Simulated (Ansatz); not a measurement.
**singlet [SiF3]− at 4 levels**

Aim: a comparison of 4 runs (BLYP/STO-3G, PBE0/STO-3G, revPBE/STO-3G, wB97M-V/STO-3G) of singlet [SiF3]−. 

Program for the calculation: Ansatz 0.2.0.

9 further runs of the same task are left out: 7 that didn't finish, 2 set aside as unsound or not needed.

## Step 1: The system as given

[SiF3]− has 4 atoms, charge -1, and is taken as a singlet. SMILES of the parent species: `F[Si](F)F`. The coordinates come from a PBE0-D4/def2-TZVP relaxation. That shape belongs to the parent species and isn't relaxed for this state.

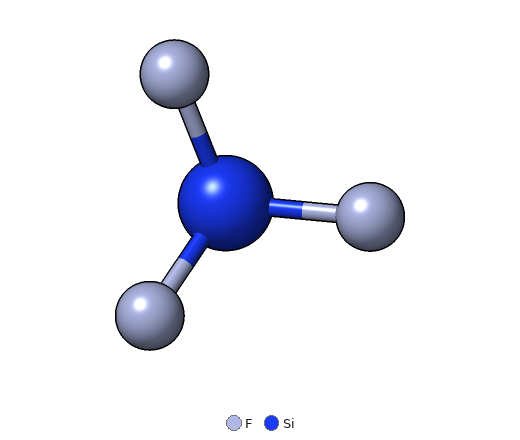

The structure, seen from a chosen angle (fluorine light blue, silicon blue).

## Step 2: A single-point energy at BLYP/STO-3G (run 1)

Contents of in.yaml:

```yaml
basis:
  gaussian:
    orbitals: STO-3G
crystal:
  periodic: [false, false, false]
  atoms:
    - {symbol: F, position_ang: [0.784850, -0.507040, 1.151700]}
    - {symbol: Si, position_ang: [-0.282750, 0.213060, 0.234280]}
    - {symbol: F, position_ang: [-0.994260, -0.892250, -0.644340]}
    - {symbol: F, position_ang: [0.492160, 1.186230, -0.741640]}
total_charge: -1
hamiltonian:
  xc: {name: BLYP}
accuracy: high
```

Launch:

```bash
ansatz run in.yaml --threads 1 --pin off --max-ram 3480MiB --events-out events.jsonl --progress --plain --runs-dir runs
```

The log of the run:

```text
Warning: RAYON_NUM_THREADS=1 ignored (pool sized by the plan → 1); use --threads N
Functional definition: BLYP
  name "BLYP"
  parameter beta = 0.0042
  parameter a = 0.04918
  parameter b = 0.132
  parameter c = 0.2533
  parameter d = 0.349
  exchange = b88_x(beta = beta)
  correlation = lyp_c(a = a, b = b, c = c, d = d)
460 factors; integrals over basis functions are off by at most 3.1e-8 eV
mean field evaluation 1: about -15808.8735 eV, gradient 7.3e0 eV
mean field evaluation 2: about -15809.1057 eV, gradient 3.5e0 eV
mean field evaluation 4: about -15809.1512 eV, gradient 7.0e-3 eV
mean field evaluation 8: about -15809.1440 eV, gradient 3.2e-4 eV
mean field evaluation 16: about -15809.1440 eV, gradient 1.5e-8 eV
mean field -15809.14401270 eV, -580.9753266439 hartree, gradient 1.5e-8 eV, S^2 0.000000; 0 other end points of the search recorded, 0 dependent functions left out
reference -15809.14404045 eV, -580.9753276638 hartree; 21, 21 occupied and 3, 3 virtual orbitals, 460 factors
Total energy: -15809.14404045 eV, -580.9753276638 hartree
```

Wall time 1.1 s (1 thread of Intel Xeon Platinum 8375C at 2.90GHz (Ice Lake), shared host); peak memory 0.12 GiB.

## Step 3: A single-point energy at PBE0/STO-3G (run 2)

Contents of run.yaml:

```yaml
crystal:
  periodic: [false, false, false]
  atoms:
    - {symbol: F, position_ang: [0.784850, -0.507040, 1.151700]}
    - {symbol: Si, position_ang: [-0.282750, 0.213060, 0.234280]}
    - {symbol: F, position_ang: [-0.994260, -0.892250, -0.644340]}
    - {symbol: F, position_ang: [0.492160, 1.186230, -0.741640]}
basis:
  gaussian: {orbitals: STO-3G}
total_charge: -1
hamiltonian: {xc: pbe0}
accuracy: high
```

Launch:

```bash
ansatz run run.yaml --threads 1 --pin off --max-ram 3480MiB --events-out events.jsonl --progress --plain --runs-dir runs
```

The log of the run:

```text
Warning: RAYON_NUM_THREADS=1 ignored (pool sized by the plan → 1); use --threads N
Functional definition: PBE0
  name "PBE0"
  parameter a = 0.25
  parameter kappa = 0.804
  parameter beta = 0.06672455060314922
  exchange = (1 - a)*pbe_x(kappa = kappa, mu = beta*pi^2/3) + a*exact_x
  correlation = pbe_c(beta = beta)
460 factors; integrals over basis functions are off by at most 3.1e-8 eV
mean field evaluation 1: about -15803.0640 eV, gradient 9.4e0 eV
mean field evaluation 2: about -15803.3634 eV, gradient 4.9e0 eV
mean field evaluation 4: about -15803.4467 eV, gradient 7.6e-3 eV
mean field evaluation 8: about -15803.4751 eV, gradient 4.9e-4 eV
mean field evaluation 16: about -15803.4751 eV, gradient 4.9e-9 eV
mean field -15803.47508830 eV, -580.7669975150 hartree, gradient 4.9e-9 eV, S^2 0.000000; 0 other end points of the search recorded, 0 dependent functions left out
reference -15803.47508927 eV, -580.7669975504 hartree; 21, 21 occupied and 3, 3 virtual orbitals, 460 factors
Total energy: -15803.47508927 eV, -580.7669975504 hartree
```

Run time: 1.2 s. Hardware: 1 thread of Intel Xeon Platinum 8375C at 2.90GHz (Ice Lake), shared host; peak memory 0.12 GiB.

Run 3 isn't shown in full; the table further down has it.

## Step 4: A single-point energy at wB97M-V/STO-3G (run 4)

Contents of in.yaml:

```yaml
crystal:
  periodic: [false, false, false]
  atoms:
    - symbol: F
      position_ang: [0.784850, -0.507040, 1.151700]
    - symbol: Si
      position_ang: [-0.282750, 0.213060, 0.234280]
    - symbol: F
      position_ang: [-0.994260, -0.892250, -0.644340]
    - symbol: F
      position_ang: [0.492160, 1.186230, -0.741640]
basis:
  gaussian: {orbitals: STO-3G}
total_charge: -1
hamiltonian: {xc: {name: wB97M-V}}
accuracy: high
```

Launch:

```bash
ansatz run in.yaml --threads 1 --pin off --max-ram 3480MiB --events-out events.jsonl --progress --plain --runs-dir runs
```

The log of the run (excerpt; [...] marks lines left out):

```text
Warning: RAYON_NUM_THREADS=1 ignored (pool sized by the plan → 1); use --threads N
Functional definition: wB97M-V
  name "wB97M-V"
[...]
  gx(w, u) = 1 - cx + cx01*u + cx10*w
  gss(w, u) = css00 + css04*u^4 + css10*w + css20*w^2 + css43*w^4*u^3
  gos(w, u) = cos00 + cos10*w + (cos20 + cos21*u)*w^2 + (cos60 + cos61*u)*w^6
[...]
      + integral(e_c_pw_mod_opposite_spin*gos(b97_w_opposite, b97_u_opposite)) + vv10(b, c)
460 factors; integrals over basis functions are off by at most 3.1e-8 eV
152 factors; integrals over basis functions are off by at most 7.0e-10 eV
[...]
mean field -15814.27464965 eV, -581.1638740743 hartree, gradient 9.6e-8 eV, S^2 0.000000; 0 other end points of the search recorded, 0 dependent functions left out
reference -15814.27465126 eV, -581.1638741335 hartree; 21, 21 occupied and 3, 3 virtual orbitals, 460 factors
Total energy: -15814.27465126 eV, -581.1638741335 hartree
```

It took 12 s on 1 thread of Intel Xeon Platinum 8375C at 2.90GHz (Ice Lake), shared host; peak memory 0.3 GiB.

## Step 5: The series

```csv
run,level,energy (Eh),wall time
1,BLYP/STO-3G,-580.975328,1.1 s
2,PBE0/STO-3G,-580.766998,1.2 s
3,revPBE/STO-3G,-580.952291,1.4 s
4,wB97M-V/STO-3G,-581.163874,12 s
```

## Step 6: Results

| quantity | value |
| --- | --- |
| run 4: total energy | -581.16387 Eh |

**Reading.** Totals of different functionals can't be ranked against each other. In runs 1, 2, 3, 4 the basis is minimal, so the values are rough. All runs together took 15 s, the longest 12 s.
